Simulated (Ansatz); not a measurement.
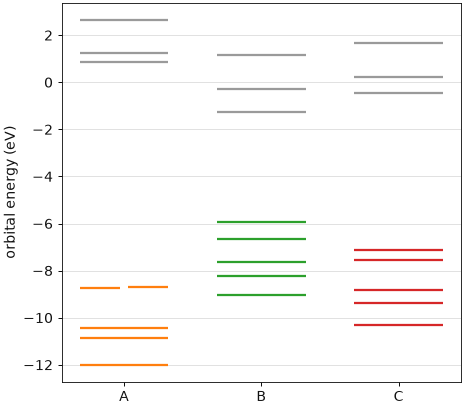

Frontier orbital energies of C₂H₇NSi, SMILES C=C[SiH2]N at one geometry, def2-TZVPP, the Ansatz code, at a PBE0-D4/def2-TZVP geometry (a minimum by its frequencies). Empty levels are grey, levels within 0.1 eV stand side by side; all columns show the same few orbitals around the gap.

The columns come from B3LYP, BHLYP and PBE. Which is which?

A: BHLYP (HOMO −8.70, LUMO 0.88, separation 9.58 eV)
B: PBE (HOMO −5.95, LUMO −1.25, separation 4.71 eV)
C: B3LYP (HOMO −7.13, LUMO −0.46, separation 6.67 eV)

Caveats, for all or some of the runs: empty levels above zero depend strongly on the basis; one conformer of a flexible molecule.
